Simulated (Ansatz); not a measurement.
```
atom    x (Å)    y (Å)    z (Å)
  Al  -1.0918   0.8505  -1.7230
   C   1.5715  -0.1135   1.6632
   H   0.6841  -0.1476   1.0168
   H   1.5078  -0.9022   2.4259
   H   1.6293   0.8659   2.1573
   H   2.4738  -0.2677   1.0557
   O  -1.4003  -0.2525  -0.4813
   H  -1.5962  -0.8796   0.2098
```

Method: RKS PBE0-D4/def2-SVP (Ansatz 0.2.0).

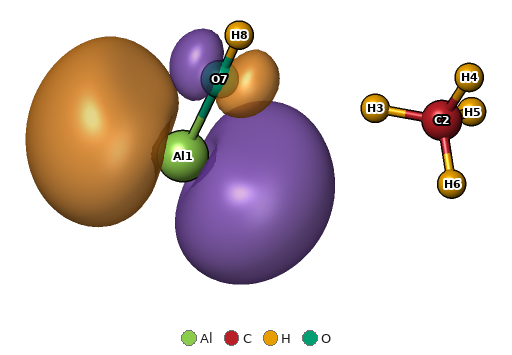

AlHO···CH$_{4}$. The LUMO at ±0.1 Å⁻³ᐟ² (orange and purple are the two phases), seen at a tilt.

Question: Where does this orbital lie, and at what energy?

Answer: It lies mainly on Al1 (about 90 %) and O7 (about 10 %). Its energy is −0.67 eV.
